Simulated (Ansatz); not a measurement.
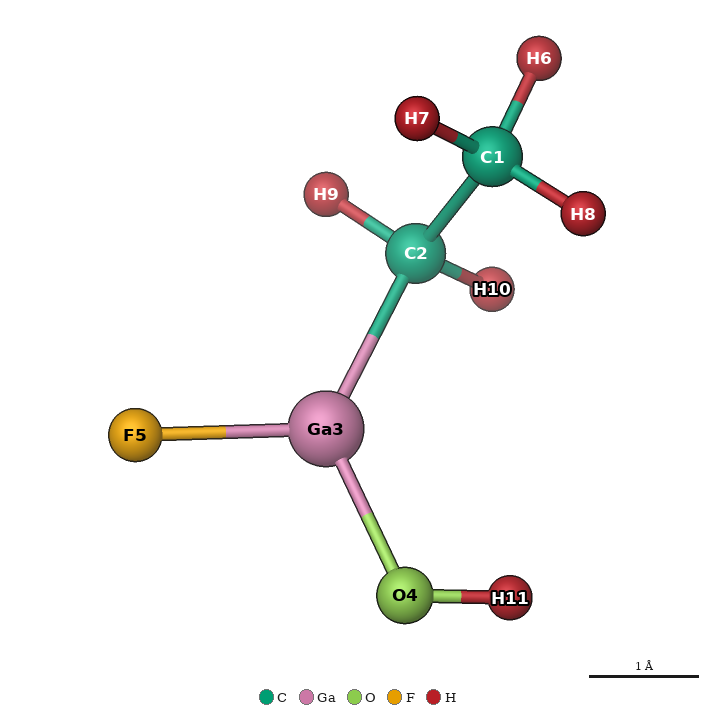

Orthographic view. Distant atoms are faded towards the background colour. Computed geometry: PBE-D4/def2-SVP optimisation. No frequency run is at hand to confirm it as a minimum.

List the bonded neighbours of every atom.

C1: C2, H6, H7, H8
C2: C1, Ga3, H9, H10
Ga3: C2, O4, F5
O4: Ga3, H11
F5: Ga3
H6: C1
H7: C1
H8: C1
H9: C2
H10: C2
H11: O4
